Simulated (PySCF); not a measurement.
**Geometry relaxation, with input and output: C$_{2}$H$_{8}$N$_{2}$OSi**

System: C$_{2}$H$_{8}$N$_{2}$OSi.
Method: PBE0-D3(BJ)/def2-SVP geometry optimisation, gas phase (PySCF 2.14.0).

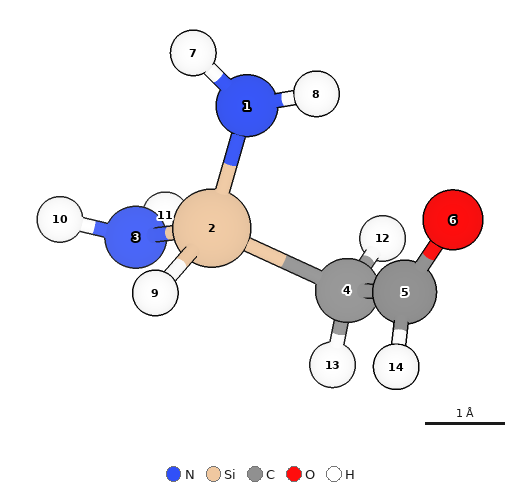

The starting structure (ball-and-stick view, seen at a tilt; atoms are numbered from 1 in the order of the input).

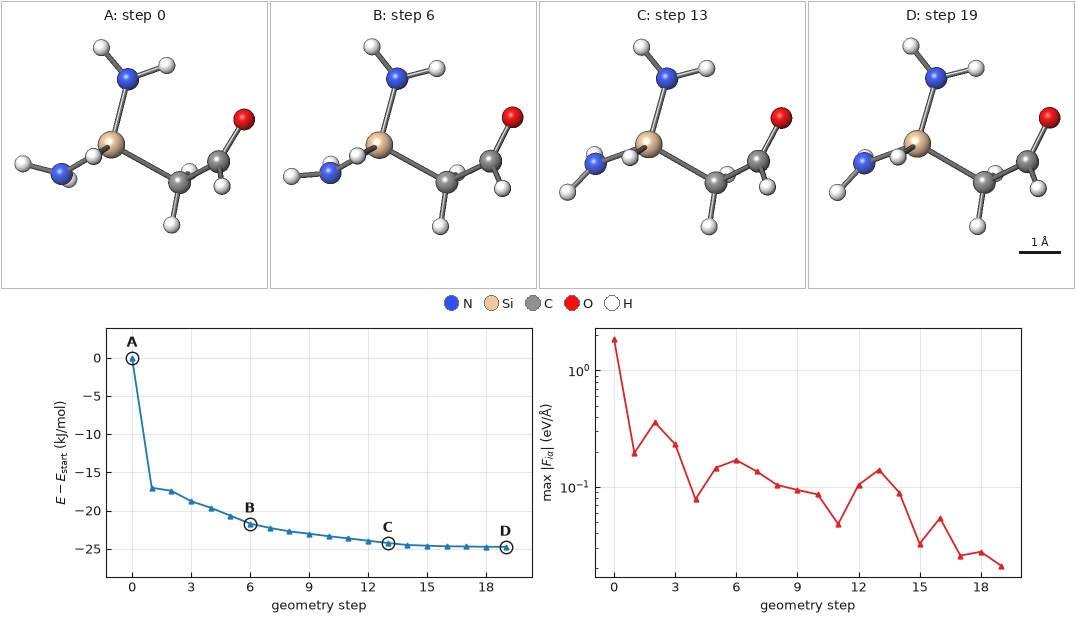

Frames of the relaxation (ball-and-stick view, seen at a tilt) above the curves, on which the letters mark them (steps are counted from 0).

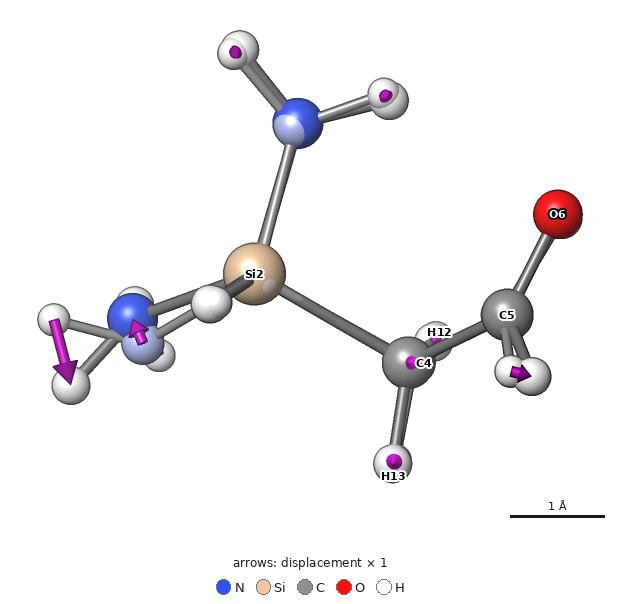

Start (faint) and end (solid) with the displacements as pink arrows, at true length (ball-and-stick view, seen at a tilt). The two geometries are laid on each other by the best rigid fit. H10 moves most after the best rigid fit: 0.73 Å. Largest moves by element: H 0.73 Å, N 0.29 Å, C 0.11 Å, O 0.07 Å, Si 0.05 Å. Among the contacts that change: C4–C5 1.430 → 1.485 Å, Si2–C4 1.955 → 1.916 Å, C4–H13 1.062 → 1.100 Å, C4–H12 1.081 → 1.103 Å. Among the angles that change: N3–Si2–C4 106.8° → 115.5°, N1–Si2–N3 116.1° → 109.8°, Si2–C4–C5 105.6° → 110.9°. After 19 geometry steps the energy has fallen by 24.7 kJ/mol. Largest force component: 1.9 eV/Å at the start, 0.021 eV/Å at the end. (Atoms are counted from 1 in the order of the input.)

These pictures come from the run below.

## The input
```
{"job": {"xc": "PBE0", "basis": "def2-SVP", "d3": "d3bj", "grid": 1, "shake": 0.01, "kind": "geom"}, "charge": 0, "multiplicity": 1}
N     -0.879130     1.385640    -0.505030
Si    -0.617860    -0.030160     0.388610
N     -1.780530    -1.292540     0.171130
C      1.062600    -0.673380    -0.376320
C      2.036940     0.323800    -0.058280
O      2.233740     1.359390    -0.660320
H     -1.664650     2.016970    -0.299830
H     -0.081220     1.954860    -0.806550
H     -0.499450     0.114280     1.865830
H     -2.663640    -1.200410     0.627180
H     -1.873110    -1.721930    -0.716830
H      0.886510    -0.741900    -1.440450
H      1.244140    -1.636920     0.031370
H      2.588520     0.127220     0.891840
```

The first line tells a small driver script what to run in PySCF; the rest is the geometry in Å.

Launched with:
```bash
OMP_NUM_THREADS=1 python <driver script> task.json out
```

## The program's output
```
step   0  E = -554.59241916  max force = 0.036338
step   1  E = -554.59889767  max force = 0.003813
step   2  E = -554.59905079  max force = 0.006977
step   3  E = -554.59956561  max force = 0.004530
step   4  E = -554.59989447  max force = 0.001529
step   5  E = -554.60028766  max force = 0.002845
step   6  E = -554.60068374  max force = 0.003313
step   7  E = -554.60089788  max force = 0.002648
step   8  E = -554.60107070  max force = 0.002026
step   9  E = -554.60118952  max force = 0.001836
step  10  E = -554.60131379  max force = 0.001678
step  11  E = -554.60142071  max force = 0.000935
step  12  E = -554.60153759  max force = 0.002027
step  13  E = -554.60165047  max force = 0.002731
step  14  E = -554.60174969  max force = 0.001745
step  15  E = -554.60178479  max force = 0.000633
step  16  E = -554.60181669  max force = 0.001052
step  17  E = -554.60182584  max force = 0.000501
step  18  E = -554.60183910  max force = 0.000540
step  19  E = -554.60184232  max force = 0.000409
optimisation converged
```

## Trajectory as extended XYZ (Å, eV, eV/Å), 8 of the 20 frames kept, from step=0 to step=19
```
14
Properties=species:S:1:pos:R:3:forces:R:3 step=0 energy=-15091.22840
N    -0.8791    1.3856   -0.5050   -0.4657   1.6058  -0.3453
Si   -0.6179   -0.0302    0.3886    0.5248  -1.1739  -0.2476
N    -1.7805   -1.2925    0.1711    0.8661   0.5790   0.7757
C     1.0626   -0.6734   -0.3763   -1.8686   0.4132  -0.0567
C     2.0369    0.3238   -0.0583    1.2025   1.1253   0.4374
O     2.2337    1.3594   -0.6603   -0.0906  -0.1822  -0.0427
H    -1.6646    2.0170   -0.2998    0.3738  -0.4756  -0.0919
H    -0.0812    1.9549   -0.8065   -0.0894  -0.3965   0.0798
H    -0.4995    0.1143    1.8658    0.0214   0.0961   0.1083
H    -2.6636   -1.2004    0.6272   -0.6892  -0.0711   0.3731
H    -1.8731   -1.7219   -0.7168   -0.1936  -0.4183  -1.0787
H     0.8865   -0.7419   -1.4405   -0.2240   0.0557  -0.7246
H     1.2441   -1.6369    0.0314    0.3981  -1.1886   0.6506
H     2.5885    0.1272    0.8918    0.2344   0.0311   0.1626
14
Properties=species:S:1:pos:R:3:forces:R:3 step=3 energy=-15091.42287
N    -0.8152    1.4363   -0.5857    0.2305   0.1473  -0.0269
Si   -0.6586   -0.0073    0.3531   -0.0587   0.0787  -0.1450
N    -1.8624   -1.2171    0.1144    0.0719   0.0002   0.0315
C     0.9890   -0.7058   -0.2762    0.1456   0.0501  -0.0580
C     2.0961    0.2377    0.0164    0.0023   0.1485   0.0229
O     2.3149    1.2387   -0.6252    0.0686  -0.0323   0.0595
H    -1.4698    2.1655   -0.3244   -0.0094  -0.0222  -0.0328
H     0.0502    1.8415   -0.9569   -0.2329  -0.1550   0.1379
H    -0.6396    0.1996    1.8355    0.0157   0.0189  -0.0031
H    -2.7182   -1.1797    0.6495   -0.1226  -0.0302   0.1384
H    -2.0483   -1.5485   -0.8229   -0.0517  -0.0129  -0.1611
H     0.8739   -0.7980   -1.3709   -0.0512   0.0025   0.0691
H     1.1571   -1.6894    0.1709    0.0143  -0.1961   0.0858
H     2.7067    0.0083    0.9329   -0.0224   0.0025  -0.1181
14
Properties=species:S:1:pos:R:3:forces:R:3 step=5 energy=-15091.44251
N    -0.8061    1.4336   -0.5798   -0.1279  -0.0570   0.0314
Si   -0.6641   -0.0151    0.3438   -0.0323  -0.0518   0.0050
N    -1.8818   -1.2153    0.0903   -0.0486   0.0679  -0.0730
C     1.0079   -0.7044   -0.2578    0.0103  -0.0289   0.0998
C     2.1151    0.2506    0.0133   -0.0369  -0.0317  -0.0210
O     2.3139    1.2610   -0.6185   -0.0088   0.0277  -0.0104
H    -1.4927    2.1468   -0.3644   -0.0157  -0.0133  -0.0089
H     0.0574    1.8406   -0.9227    0.1463   0.0605  -0.0544
H    -0.6611    0.1802    1.8281    0.0135  -0.0164   0.0170
H    -2.6998   -1.2288    0.6917    0.0952  -0.0266  -0.0160
H    -2.1336   -1.4731   -0.8600   -0.0090   0.0318   0.0635
H     0.8783   -0.8094   -1.3473   -0.0021  -0.0199  -0.0336
H     1.1799   -1.6916    0.1997   -0.0047   0.0771  -0.0237
H     2.7626    0.0065    0.8940    0.0208  -0.0193   0.0243
14
Properties=species:S:1:pos:R:3:forces:R:3 step=8 energy=-15091.46382
N    -0.7805    1.4251   -0.5758    0.0161  -0.0204  -0.0712
Si   -0.6653   -0.0235    0.3387    0.0208  -0.0290   0.0546
N    -1.9286   -1.1502    0.0136   -0.0510   0.1042   0.0158
C     1.0268   -0.7082   -0.2143   -0.0197   0.0001  -0.0730
C     2.1375    0.2514    0.0176    0.0014   0.0028   0.0286
O     2.2781    1.2939   -0.5788    0.0031  -0.0133  -0.0082
H    -1.5337    2.0937   -0.4761    0.0086   0.0120   0.0221
H     0.0908    1.8507   -0.8868   -0.0290   0.0046   0.0202
H    -0.6672    0.0990    1.8341   -0.0012  -0.0018  -0.0071
H    -2.5850   -1.3888    0.7463    0.0068  -0.0434   0.0008
H    -2.3567   -1.2014   -0.9037    0.0260  -0.0202  -0.0090
H     0.8950   -0.8543   -1.3006    0.0140  -0.0009   0.0082
H     1.2059   -1.6803    0.2660    0.0080  -0.0023   0.0122
H     2.8587   -0.0254    0.8302   -0.0039   0.0076   0.0061
14
Properties=species:S:1:pos:R:3:forces:R:3 step=11 energy=-15091.47335
N    -0.7568    1.4315   -0.6022    0.0447   0.0286   0.0301
Si   -0.6625   -0.0096    0.3302    0.0333   0.0016  -0.0421
N    -1.9956   -1.0371    0.0029   -0.0481   0.0345   0.0104
C     1.0159   -0.7341   -0.2278    0.0434  -0.0035   0.0281
C     2.1275    0.2170    0.0324   -0.0018   0.0215  -0.0057
O     2.3093    1.2417   -0.5836    0.0121  -0.0111   0.0059
H    -1.4836    2.1213   -0.4529   -0.0014  -0.0035  -0.0072
H     0.1250    1.8559   -0.8856   -0.0329  -0.0259   0.0035
H    -0.6206    0.0907    1.8265   -0.0179   0.0238  -0.0022
H    -2.5493   -1.4735    0.7260    0.0079  -0.0313   0.0360
H    -2.4247   -1.0886   -0.9114    0.0000  -0.0214  -0.0391
H     0.9108   -0.8956   -1.3137   -0.0200   0.0283   0.0047
H     1.1796   -1.6959    0.2779   -0.0092  -0.0424  -0.0096
H     2.8008   -0.0421    0.8915   -0.0099   0.0006  -0.0129
14
Properties=species:S:1:pos:R:3:forces:R:3 step=14 energy=-15091.48230
N    -0.7140    1.4644   -0.6217   -0.0530   0.0020   0.0730
Si   -0.6669    0.0315    0.3269   -0.0277  -0.0135  -0.0272
N    -2.0779   -0.9005    0.0320   -0.0444  -0.0010  -0.0501
C     0.9801   -0.7624   -0.2468   -0.0125  -0.0129   0.0897
C     2.1178    0.1424    0.0571   -0.0055  -0.0402  -0.0258
O     2.3694    1.1538   -0.5557   -0.0105   0.0227  -0.0058
H    -1.3988    2.1891   -0.4392   -0.0051  -0.0151  -0.0269
H     0.1817    1.8532   -0.9047    0.0527   0.0027  -0.0257
H    -0.6079    0.1556    1.8201    0.0170  -0.0072   0.0045
H    -2.4758   -1.5392    0.7092    0.0449   0.0383  -0.0147
H    -2.4343   -1.0478   -0.9056    0.0275  -0.0060   0.0521
H     0.8689   -0.8714   -1.3375    0.0017  -0.0035  -0.0216
H     1.0981   -1.7497    0.2266    0.0006   0.0387  -0.0318
H     2.7355   -0.1373    0.9497    0.0144  -0.0051   0.0103
14
Properties=species:S:1:pos:R:3:forces:R:3 step=16 energy=-15091.48412
N    -0.7100    1.4734   -0.6107    0.0125  -0.0064  -0.0015
Si   -0.6709    0.0411    0.3349   -0.0233  -0.0123   0.0023
N    -2.0833   -0.8907    0.0413    0.0267   0.0541   0.0160
C     0.9699   -0.7609   -0.2417   -0.0060   0.0175  -0.0252
C     2.1204    0.1309    0.0494    0.0009   0.0009   0.0054
O     2.3616    1.1516   -0.5528   -0.0030   0.0005  -0.0019
H    -1.4022    2.1973   -0.4605   -0.0048   0.0004  -0.0025
H     0.1872    1.8500   -0.9086   -0.0030   0.0040   0.0016
H    -0.6095    0.1663    1.8281    0.0017  -0.0147   0.0007
H    -2.4542   -1.5382    0.7244   -0.0108  -0.0037  -0.0155
H    -2.4263   -1.0608   -0.8962   -0.0024  -0.0234   0.0125
H     0.8468   -0.8574   -1.3334    0.0058  -0.0137   0.0017
H     1.0860   -1.7544    0.2150    0.0007   0.0008   0.0122
H     2.7601   -0.1665    0.9211    0.0049  -0.0040  -0.0059
14
Properties=species:S:1:pos:R:3:forces:R:3 step=19 energy=-15091.48482
N    -0.7011    1.4813   -0.6007    0.0182   0.0095  -0.0035
Si   -0.6687    0.0493    0.3441    0.0203   0.0114  -0.0011
N    -2.0965   -0.8615    0.0659   -0.0211  -0.0206  -0.0032
C     0.9601   -0.7684   -0.2457    0.0004  -0.0063  -0.0124
C     2.1225    0.1171    0.0185    0.0041   0.0129  -0.0009
O     2.3544    1.1373   -0.5883    0.0025  -0.0069   0.0029
H    -1.3967    2.2042   -0.4630   -0.0020  -0.0030   0.0032
H     0.1958    1.8544   -0.9046   -0.0132  -0.0042   0.0039
H    -0.5918    0.1632    1.8375   -0.0014   0.0062   0.0001
H    -2.4633   -1.5061    0.7541    0.0021  -0.0005   0.0169
H    -2.4275   -1.0646   -0.8693   -0.0005   0.0086  -0.0134
H     0.8269   -0.8832   -1.3345   -0.0061   0.0004   0.0048
H     1.0773   -1.7553    0.2247   -0.0010  -0.0071   0.0070
H     2.7842   -0.1861    0.8717   -0.0026  -0.0006  -0.0044
```

## Results in brief

| quantity | value |
| --- | --- |
| outcome | converged |
| total energy | −554.601842 hartree |
| dipole moment | 2.83 D |
| point group | C1 |
| hardware | 1 CPU thread, shared host |
| wall time | 2 min |
| peak memory | 0.55 GiB |
